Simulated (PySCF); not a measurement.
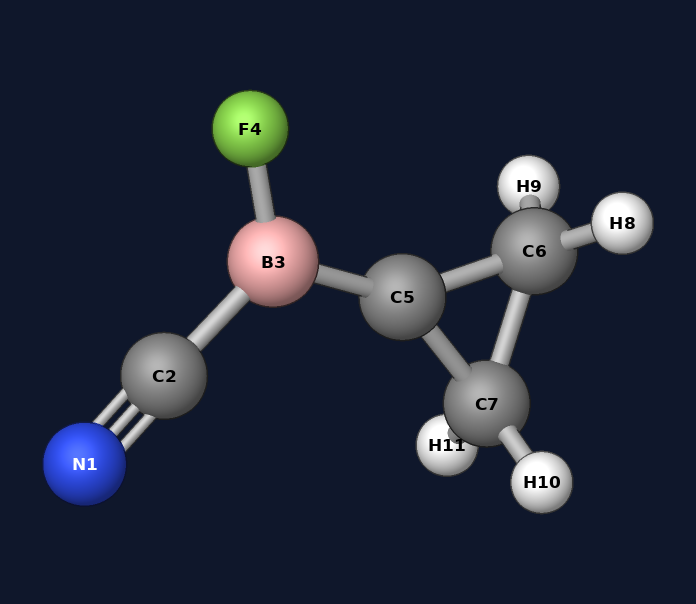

The questions are on Mulliken spin populations. State: neutral, doublet. The geometry was computed by an optimisation with GFN2-xTB. No frequency run is at hand to confirm it as a minimum. Method: UKS B3LYP, pcH-1 on B C F H N, non-relativistic (PySCF 2.14.0).

Give the Mulliken spin populations atom by atom.

```
atom  value (e)
  N1       0.07
  C2      −0.04
  B3       0.15
  F4       0.04
  C5       0.79
  C6      −0.05
  C7      −0.06
  H8       0.03
  H9       0.03
 H10       0.03
 H11       0.03
```

Mulliken values depend strongly on the basis set. The geometry is semi-empirical. Around B such bond lengths and angles can be off by a tenth of an ångström or more and by several degrees, and values that hang on the shape move with them.
